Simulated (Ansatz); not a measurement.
# [HO2]− (hydroperoxide(1-)): PBE0/STO-3G

What is the vertical ionisation energy of [HO2]− (hydroperoxide(1-)) at PBE0/STO-3G? 

The calculation is run with Ansatz 0.2.0.

**1. Starting point**

The species is [HO2]− (3 atoms), meant as a singlet with charge -1. As SMILES, `[O-]O`. The coordinates come from a GFN2-xTB relaxation.

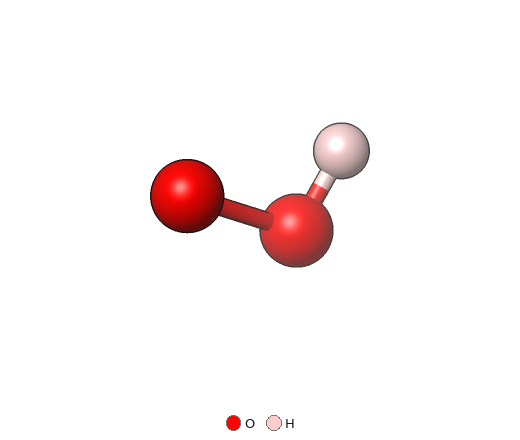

The structure, seen from a chosen angle (oxygen red, hydrogen pink).

**2. The energy at PBE0/STO-3G**

run.yaml reads:

```yaml
crystal:
  periodic: [false, false, false]
  atoms:
    - {symbol: O, position_ang: [-0.355040, 1.013280, -0.080710]}
    - {symbol: O, position_ang: [-0.244450, -0.436620, -0.180910]}
    - {symbol: H, position_ang: [0.599490, -0.576670, 0.261620]}
basis:
  gaussian:
    orbitals: STO-3G
total_charge: -1
hamiltonian:
  xc: pbe0
accuracy: high
```

Launch:

```sh
$ ansatz run run.yaml --threads 1 --pin off --max-ram 2610MiB --events-out events.jsonl --progress --plain --runs-dir runs
```

What it wrote:

```text
Warning: RAYON_NUM_THREADS=1 ignored (pool sized by the plan → 1); use --threads N
Functional definition: PBE0
  name "PBE0"
  parameter a = 0.25
  parameter kappa = 0.804
  parameter beta = 0.06672455060314922
  exchange = (1 - a)*pbe_x(kappa = kappa, mu = beta*pi^2/3) + a*exact_x
  correlation = pbe_c(beta = beta)
168 factors; integrals over basis functions are off by at most 4.4e-8 eV
mean field evaluation 1: about -4037.8831 eV, gradient 2.4e1 eV
mean field evaluation 2: about -4038.1932 eV, gradient 2.2e1 eV
mean field evaluation 4: about -4039.9094 eV, gradient 2.3e-1 eV
mean field evaluation 8: about -4039.9223 eV, gradient 3.5e-4 eV
mean field evaluation 16: about -4039.9223 eV, gradient 4.2e-9 eV
mean field -4039.92226312 eV, -148.4644048121 hartree, gradient 4.2e-9 eV, S^2 0.000000; 0 other end points of the search recorded, 0 dependent functions left out
reference -4039.92226388 eV, -148.4644048399 hartree; 9, 9 occupied and 2, 2 virtual orbitals, 168 factors
Total energy: -4039.92226388 eV, -148.4644048399 hartree
```

Run time: 0.44 s. Hardware: 1 thread of Arm Neoverse V1, shared host.

**3. Doublet neutral HO2 at the same level**

input.yaml reads:

```yaml
crystal:
  periodic: [false, false, false]
  atoms:
    - {symbol: O, position_ang: [-0.355040, 1.013280, -0.080710]}
    - {symbol: O, position_ang: [-0.244450, -0.436620, -0.180910]}
    - {symbol: H, position_ang: [0.599490, -0.576670, 0.261620]}
basis:
  gaussian:
    orbitals: STO-3G
magnetization:
  spin_polarized: true
  initial_magnetization: 1
hamiltonian:
  xc: pbe0
accuracy: high
```

Launch:

```sh
$ ansatz run input.yaml --threads 1 --pin off --max-ram 2610MiB --events-out events.jsonl --progress --plain --runs-dir runs
```

What it wrote, cut to the lines that bear on the results:

```text
Warning: RAYON_NUM_THREADS=1 ignored (pool sized by the plan → 1); use --threads N
[... 7 set-up lines as earlier in the session ...]
168 factors; integrals over basis functions are off by at most 4.4e-8 eV
mean field evaluation 1: about -4045.0161 eV, gradient 1.3e1 eV
mean field evaluation 2: about -4043.5869 eV, gradient 2.0e1 eV
mean field evaluation 4: about -4046.3826 eV, gradient 7.1e-1 eV
mean field evaluation 8: about -4046.3907 eV, gradient 2.6e-2 eV
mean field evaluation 16: about -4046.3907 eV, gradient 1.2e-6 eV
mean field -4046.39069179 eV, -148.7021151812 hartree, gradient 5.1e-8 eV, S^2 0.751744; 1 other end points of the search recorded, 0 dependent functions left out
reference -4046.39069259 eV, -148.7021152107 hartree; 9, 8 occupied and 2, 3 virtual orbitals, 168 factors
Total energy: -4046.39069259 eV, -148.7021152107 hartree
```

It took 0.78 s on 1 thread of Arm Neoverse V1, shared host.

**4. Results**

Level: PBE0/STO-3G.

| quantity | value |
| --- | --- |
| singlet [HO2]−: total energy | -148.46440 Eh |
| doublet neutral HO2: total energy | -148.70212 Eh |
| doublet neutral HO2: ⟨S²⟩ | 0.752 |
| vertical ionisation energy (to the doublet neutral) | -6.468 eV |

**Reading.** The species is unbound against losing an electron at this level, by 6.47 eV (−149 kcal/mol); missing correlation or diffuse functions can give that sign where the real anion is bound. In a minimal basis such a difference can be off by several eV, whatever the method.
